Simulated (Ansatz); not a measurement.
**GeSi3H9O3F: single-point calculation**

System: GeSi3H9O3F, multiplicity 3, SMILES [F][Ge]([O][SiH3])([O][SiH3])[O][SiH3].
Method: ROKS wB97/ANO-RCC-VTZP (Ansatz 0.2.0).

The geometry comes from this level: PBE0-D4/def2-TZVP. Figures and captions count atoms from 1; the log counts them from 0 in places.

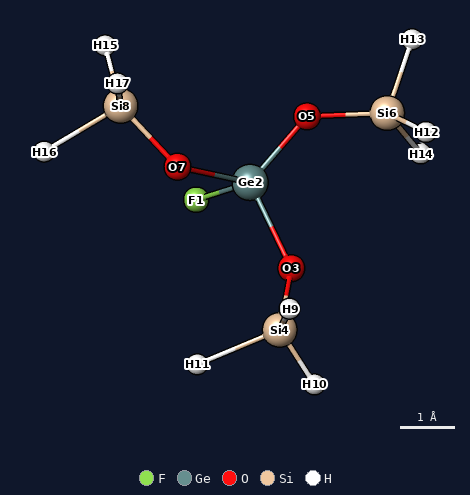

Figure 1. The structure as given in the input (ball-and-stick view, seen at a tilt; atoms are numbered from 1 in the order of the input). Sticks mark near contacts. Bond lengths as drawn: F–Ge 1.68 Å, Ge–O 1.63 to 2.06 Å, H–Si 1.23 to 1.70 Å and O–Si 1.50 to 1.59 Å.

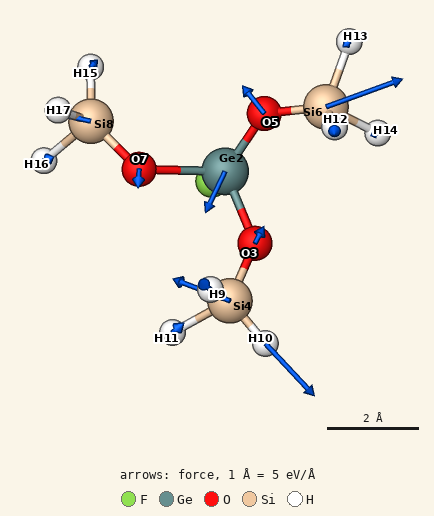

Figure 2. Forces on the atoms as blue arrows (ball-and-stick view, seen at a tilt; atoms are numbered from 1 in the order of the input); the smallest are left out. The largest act on Si6 (9.20 eV/Å); H10 (8.09 eV/Å); Si4 (7.82 eV/Å); Ge2 (5.24 eV/Å), among others. The geometry is not a stationary point of this energy.

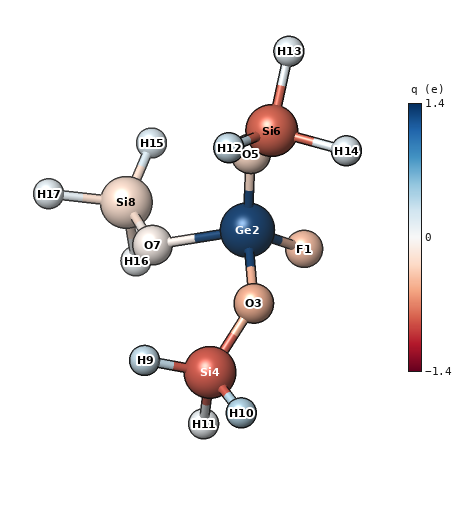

Figure 3. Mulliken charges, as the colour of each atom (ball-and-stick view, seen at a tilt; atoms are numbered from 1 in the order of the input; Mulliken charges depend strongly on the basis). By element: F −0.46, Ge +1.36, O −0.50 to −0.10, Si −0.87 to −0.27 and H +0.08 to +0.41 e.

The input and output of the run follow.

**Input file**
```yaml
crystal:
  periodic: [false, false, false]
  atoms:
    - {symbol: F, position_ang: [-1.927167, 0.834680, 0.995990]}
    - {symbol: Ge, position_ang: [-0.613754, 0.398137, 0.052391]}
    - {symbol: O, position_ang: [-1.042865, -1.244219, -0.609966]}
    - {symbol: Si, position_ang: [-0.681622, -2.760513, -0.274921]}
    - {symbol: O, position_ang: [-0.050903, 1.433563, -1.074324]}
    - {symbol: Si, position_ang: [-0.059929, 1.423874, -2.575616]}
    - {symbol: O, position_ang: [0.821592, -0.005127, 1.478587]}
    - {symbol: Si, position_ang: [1.385811, 1.038540, 2.481663]}
    - {symbol: H, position_ang: [0.619093, -3.059999, -0.402708]}
    - {symbol: H, position_ang: [-1.392078, -3.563147, -0.884638]}
    - {symbol: H, position_ang: [-1.117130, -3.162075, 1.287864]}
    - {symbol: H, position_ang: [0.742665, 0.516711, -3.212691]}
    - {symbol: H, position_ang: [0.170502, 2.848969, -3.139002]}
    - {symbol: H, position_ang: [-1.449449, 1.311286, -3.228006]}
    - {symbol: H, position_ang: [1.228694, 2.446217, 2.665876]}
    - {symbol: H, position_ang: [0.632814, 0.571072, 3.928769]}
    - {symbol: H, position_ang: [2.853779, 0.688099, 2.603213]}
basis:
  gaussian: {orbitals: ANO-RCC-VTZP}
magnetization: {spin_polarized: false, initial_magnetization: 2}
hamiltonian: {xc: {name: wB97}}
output: {forces: true}
```

Launch command:
```bash
ansatz run in.yaml --threads 4 --pin off --events-out ev --progress --plain --max-ram 66560MiB --backend cuda --devices 0, --max-vram 37GiB
```

**What the program printed**
```
Functional definition: wB97
  name "wB97"
  cite "Chai & Head-Gordon, J. Chem. Phys. 128, 084106 (2008) doi:10.1063/1.2834918"
  cite "Becke, J. Chem. Phys. 107, 8554 (1997) doi:10.1063/1.475007"
  parameter omega = 0.4/bohr
  parameter cx1 = 1.13116
  parameter cx2 = -2.74915
  parameter cx3 = 12.0900
  parameter cx4 = -5.71642
  parameter css1 = -2.55352
  parameter css2 = 11.8926
  parameter css3 = -26.9452
  parameter css4 = 17.0927
  parameter cos1 = 3.99051
  parameter cos2 = -17.0066
  parameter cos3 = 1.07292
  parameter cos4 = 8.88211
  # The coefficients of nought are those of the uniform gas.
  exchange = spin_sum(e_x_unif_sr(omega)*poly(b97_u_x, 1, cx1, cx2, cx3, cx4)) + exact_x_lr(omega)
  correlation = spin_sum(e_c_pw_same_spin*poly(b97_u_same, 1, css1, css2, css3, css4))
      + integral(e_c_pw_opposite_spin*poly(b97_u_opposite, 1, cos1, cos2, cos3, cos4))
2858 factors; their error is unknown
965 factors; integrals over basis functions are off by at most 4.8e-5 eV
mean field evaluation 1: about -89797.3311 eV, gradient 8.9e1 eV
mean field evaluation 2: about -89769.6890 eV, gradient 1.3e2 eV
mean field evaluation 4: about -89810.3293 eV, gradient 1.1e1 eV
mean field evaluation 8: about -89811.0173 eV, gradient 1.4e0 eV
mean field evaluation 16: about -89810.9956 eV, gradient 4.3e-2 eV
mean field evaluation 32: about -89797.2483 eV, gradient 8.9e1 eV
mean field -89810.99567960 eV, -3300.4932151460 hartree, gradient 7.1e-6 eV, S^2 2.000000; 4 other end points of the search recorded, 0 dependent functions left out
the calculation of the forces begins
reference -89810.99565802 eV, -3300.4932143528 hartree; 59, 57 occupied and 332, 334 virtual orbitals, 2858 factors
Total energy: -89810.99565802 eV, -3300.4932143528 hartree
Relativity: scalar
Atom 0 at    -1.927167     0.834680     0.995990 Å, force    -2.851075     1.075557     1.256490 eV/Å
Atom 1 at    -0.613754     0.398137     0.052391 Å, force    -0.398185    -4.705390     2.280567 eV/Å
Atom 2 at    -1.042865    -1.244219    -0.609966 Å, force    -0.346891     2.228474    -0.834758 eV/Å
Atom 3 at    -0.681622    -2.760513    -0.274921 Å, force     0.525374     3.290739     7.071998 eV/Å
Atom 4 at    -0.050903     1.433563    -1.074324 Å, force     1.272247     3.202664     2.416133 eV/Å
Atom 5 at    -0.059929     1.423874    -2.575616 Å, force    -2.739701     3.696551    -7.964710 eV/Å
Atom 6 at     0.821592    -0.005127     1.478587 Å, force     0.224517    -2.526282    -0.154075 eV/Å
Atom 7 at     1.385811     1.038540     2.481663 Å, force     2.104059     0.662564     4.164121 eV/Å
Atom 8 at     0.619093    -3.059999    -0.402708 Å, force     3.536566    -0.633437    -0.408103 eV/Å
Atom 9 at    -1.392078    -3.563147    -0.884638 Å, force    -4.537045    -5.021866    -4.426429 eV/Å
Atom 10 at    -1.117130    -3.162075     1.287864 Å, force     0.745482     0.713413    -1.766425 eV/Å
Atom 11 at     0.742665     0.516711    -3.212691 Å, force     1.758863    -1.816873    -0.894150 eV/Å
Atom 12 at     0.170502     2.848969    -3.139002 Å, force     0.479248    -0.854166     0.554416 eV/Å
Atom 13 at    -1.449449     1.311286    -3.228006 Å, force     0.509410    -0.487631     0.689971 eV/Å
Atom 14 at     1.228694     2.446217     2.665876 Å, force    -0.493280     1.068114    -0.582397 eV/Å
Atom 15 at     0.632814     0.571072     3.928769 Å, force     0.686587     0.001017    -1.585256 eV/Å
Atom 16 at     2.853779     0.688099     2.603213 Å, force    -0.476176     0.106551     0.182605 eV/Å
Dipole moment:     0.865385     0.313164     0.646598 e Å
```

**Summary**

```csv
quantity,value
outcome,converged
total energy,−89810.9957 eV
⟨S²⟩,2.000
SCF solution under orbital rotations,stable
largest force (length of the vector),9.198 eV/Å
dipole moment,5.40 D
hardware,"4 CPU threads, shared host"
wall time,21 s (CPU time 45 s)
peak memory,1.8 GiB
```
